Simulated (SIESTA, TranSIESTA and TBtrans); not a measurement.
Junction: Fe chain with one Ge atom in place of Fe. Leads: straight Fe chain, spacing 2.25 Å. Geometry: 3 atoms about the centre moved by SIESTA (PBE, DZP) to a largest force of 0.03 eV/Å, all others as built, motion along the axis alone. Transport runs along z; the first 6 and the last 6 of the 21 atoms are the lead cells, repeated to infinity.

```xyz
21
Lattice="9.000 0.000 0.000 0.000 9.000 0.000 0.000 0.000 47.400" Properties=species:S:1:pos:R:3 pbc="F F T"
Fe     4.500     4.500     0.000
Fe     4.500     4.500     2.250
Fe     4.500     4.500     4.500
Fe     4.500     4.500     6.750
Fe     4.500     4.500     9.000
Fe     4.500     4.500    11.250
Fe     4.500     4.500    13.500
Fe     4.500     4.500    15.750
Fe     4.500     4.500    18.000
Fe     4.500     4.500    20.179
Ge     4.500     4.500    22.575
Fe     4.500     4.500    24.971
Fe     4.500     4.500    27.150
Fe     4.500     4.500    29.400
Fe     4.500     4.500    31.650
Fe     4.500     4.500    33.900
Fe     4.500     4.500    36.150
Fe     4.500     4.500    38.400
Fe     4.500     4.500    40.650
Fe     4.500     4.500    42.900
Fe     4.500     4.500    45.150
```
Starting moments (μB): atom 7 +3.2, atom 8 +3.2, atom 9 +3.2, atom 10 +3.2, atom 12 +3.2, atom 13 +3.2, atom 14 +3.2, atom 15 +3.2; lead atoms +3.2 (left) and +3.2 (right).

TranSIESTA and TBtrans, PBE, DZP numerical orbitals (energy shift 0.15 eV), PseudoDojo norm-conserving scalar-relativistic potentials, mesh cutoff 200 Ry, 300 K, spin-polarised (collinear), no spin-orbit coupling; self-consistent non-equilibrium Green functions.

Energies count from the leads' Fermi level. Transmissions are for each spin. The energy step is 0.01 eV; narrower resonances are cut or missed.

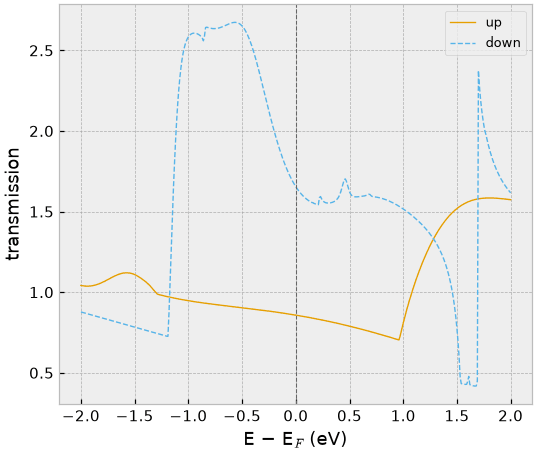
Figure. Transmission against energy

| E (eV) | T up | T down | lead channels up | down |
|---|---|---|---|---|
| -2.00 | 1.04 | 0.88 | 4 | 1 |
| -1.80 | 1.06 | 0.84 | 4 | 1 |
| -1.60 | 1.12 | 0.80 | 4 | 1 |
| -1.40 | 1.07 | 0.76 | 4 | 1 |
| -1.20 | 0.97 | 0.73 | 1 | 1 |
| -1.00 | 0.95 | 2.58 | 1 | 3 |
| -0.80 | 0.93 | 2.64 | 1 | 4 |
| -0.60 | 0.91 | 2.67 | 1 | 4 |
| -0.40 | 0.90 | 2.51 | 1 | 4 |
| -0.20 | 0.88 | 2.00 | 1 | 4 |
| 0.00 | 0.86 | 1.65 | 1 | 4 |
| 0.20 | 0.83 | 1.54 | 1 | 4 |
| 0.40 | 0.81 | 1.59 | 1 | band edge |
| 0.60 | 0.77 | 1.59 | 1 | band edge |
| 0.80 | 0.74 | 1.58 | 1 | 4 |
| 1.00 | 0.81 | 1.52 | 3 | 4 |
| 1.20 | 1.22 | 1.40 | 3 | 4 |
| 1.40 | 1.45 | 1.16 | 3 | 4 |
| 1.60 | 1.56 | 0.45 | 3 | 2 |
| 1.80 | 1.58 | 1.89 | 3 | 3 |
| 2.00 | 1.57 | 1.62 | 3 | 3 |

The magnetic order of the leads was set by the start, and no other order was tried; the separate lead runs end at 3.39 (left) and 3.39 (right) μB an atom. The straight chain is held at its spacing; free chains may zigzag or dimerise.
